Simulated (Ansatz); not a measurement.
**B2PLYP/def2-SVP (core potential) run of C2HClFIn (SMILES C#[C][In]([F])[Cl])**

Aim: the energy change on altering one bond length of C2HClFIn at B2PLYP/def2-SVP (core potential), from 2 runs. 

The results are computed with Ansatz 0.2.0.

117 further runs of the same task are left out: 1 that didn't finish, 116 set aside as unsound or not needed.

### Step 1. Starting point

C2HClFIn: 6 atoms, total charge 0, spin state singlet. As SMILES, `C#[C][In]([F])[Cl]`. The shape is that of a PBE0-D4/def2-TZVP optimisation.

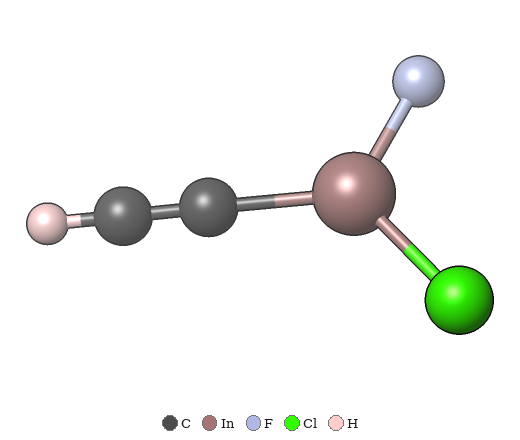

The structure, seen from a chosen angle (carbon dark grey, indium brown, fluorine light blue, chlorine green, hydrogen pink).

### Step 2. The energy at B2PLYP/def2-SVP (core potential)

Contents of molecule.yaml:

```yaml
crystal:
  periodic: [false, false, false]
  atoms:
    - symbol: C
      position_ang: [1.088300, 0.340300, 1.700800]
    - symbol: C
      position_ang: [0.438900, 0.120100, 0.708700]
    - symbol: In
      position_ang: [-0.655800, -0.235700, -0.984700]
    - symbol: F
      position_ang: [-1.773600, -1.806600, -1.123700]
    - symbol: Cl
      position_ang: [-0.759200, 1.049500, -2.880900]
    - symbol: H
      position_ang: [1.661500, 0.532400, 2.579900]
basis:
  gaussian:
    orbitals: def2-SVP
hamiltonian:
  xc: {name: B2PLYP}
correlation:
  frozen_orbitals: {C: 1, Cl: 5, F: 1, H: 0, In: 4}
accuracy: high
output: {orbitals: {seedname: orbitals}}
```

Launch:

```sh
$ ansatz run molecule.yaml --threads 1 --pin off --max-ram 3480MiB --events-out events.jsonl --progress --plain --runs-dir runs
```

Output:

```text
Warning: RAYON_NUM_THREADS=1 ignored (pool sized by the plan → 1); use --threads N
Functional definition: B2PLYP
  name "B2PLYP"
  parameter a = 0.53
  parameter c = 0.27
  exchange = (1 - a)*b88_x + a*exact_x
  correlation = (1 - c)*lyp_c + c*(mp2_os + mp2_ss)
1941 factors; integrals over basis functions are off by at most 3.4e-9 eV
mean field evaluation 1: about -22469.1907 eV, gradient 4.7e1 eV
mean field evaluation 2: about -22469.5447 eV, gradient 4.6e1 eV
mean field evaluation 4: about -22474.2067 eV, gradient 7.0e0 eV
mean field evaluation 8: about -22474.3295 eV, gradient 9.0e-1 eV
mean field evaluation 16: about -22474.3316 eV, gradient 2.2e-4 eV
mean field -22474.33164730 eV, -825.9164543892 hartree, gradient 3.4e-8 eV, S^2 0.000000; 0 other end points of the search recorded, 0 dependent functions left out
12 core orbitals not correlated: weight in the atoms' cores, before any rotation towards them, 1.000 or more for the frozen orbitals, at most 0.000 for the correlated occupied ones
reference -22474.33167401 eV, -825.9164553708 hartree; 18, 18 occupied and 61, 61 virtual orbitals, 1941 factors
second order -21.82413757 eV of doubles, -0.00000000 eV of singles
Total energy: -22480.22419115 eV, -826.1330013817 hartree
```

It took 14 s on 1 thread of Arm Neoverse V2, shared host; peak memory 0.32 GiB.

### Step 3. The distorted shape, same level

Contents of molecule.yaml:

```yaml
crystal:
  periodic: [false, false, false]
  atoms:
    - {symbol: C, position_ang: [1.119318, -0.045235, 2.269623]}
    - {symbol: C, position_ang: [0.469918, -0.265435, 1.277523]}
    - {symbol: In, position_ang: [-0.624782, -0.621235, -0.415877]}
    - {symbol: F, position_ang: [-1.742582, -2.192135, -0.554877]}
    - {symbol: Cl, position_ang: [-0.759200, 1.049500, -2.880900]}
    - {symbol: H, position_ang: [1.692518, 0.146865, 3.148723]}
basis:
  gaussian:
    orbitals: def2-SVP
magnetization:
  spin_polarized: false
  initial_magnetization: 0
hamiltonian:
  xc: {name: B2PLYP}
correlation:
  frozen_orbitals: {C: 1, Cl: 5, F: 1, H: 0, In: 4}
accuracy: high
output: {orbitals: {seedname: orbitals}}
```

Launch:

```sh
$ ansatz run molecule.yaml --threads 1 --pin off --max-ram 3480MiB --events-out events.jsonl --progress --plain --runs-dir runs
```

Output:

```text
Warning: RAYON_NUM_THREADS=1 ignored (pool sized by the plan → 1); use --threads N
[... 6 set-up lines as earlier in the session ...]
1913 factors; integrals over basis functions are off by at most 1.5e-8 eV
mean field evaluation 1: about -22466.9894 eV, gradient 4.8e1 eV
mean field evaluation 2: about -22467.3162 eV, gradient 4.7e1 eV
mean field evaluation 4: about -22472.6987 eV, gradient 7.4e0 eV
mean field evaluation 8: about -22472.8435 eV, gradient 1.2e0 eV
mean field evaluation 16: about -22472.8469 eV, gradient 3.6e-4 eV
mean field -22472.84690563 eV, -825.8618911392 hartree, gradient 8.1e-8 eV, S^2 0.000000; 0 other end points of the search recorded, 0 dependent functions left out
12 core orbitals not correlated: weight in the atoms' cores, before any rotation towards them, 1.000 or more for the frozen orbitals, at most 0.000 for the correlated occupied ones
reference -22472.84693269 eV, -825.8618921335 hartree; 18, 18 occupied and 61, 61 virtual orbitals, 1913 factors
second order -22.02902128 eV of doubles, -0.00000000 eV of singles
Total energy: -22478.79476843 eV, -826.0804710655 hartree
```

Wall time 13 s (1 thread of Arm Neoverse V2, shared host); peak memory 0.31 GiB.

### Step 4. Results

At B2PLYP/def2-SVP (core potential), 12 core orbitals frozen:

```
                                                           quantity          value
                                          first shape: total energy  -826.13300 Eh
                     first shape: HOMO energy (SCF part's orbitals)       -9.88 eV
                     first shape: LUMO energy (SCF part's orbitals)       -0.85 eV
                   first shape: HOMO–LUMO gap (SCF part's orbitals)        9.03 eV
                                      distorted shape: total energy  -826.08047 Eh
                 distorted shape: HOMO energy (SCF part's orbitals)       -8.92 eV
                 distorted shape: LUMO energy (SCF part's orbitals)       -2.52 eV
               distorted shape: HOMO–LUMO gap (SCF part's orbitals)        6.40 eV
energy change with the In3–Cl5 bond stretched from 2.293 to 2.981 Å       1.429 eV
```

**Reading.** With the In3–Cl5 bond stretched from 2.293 to 2.981 Å the energy rises by 1.43 eV (33 kcal/mol). The first shape isn't relaxed at this level, so the change isn't measured from a minimum.
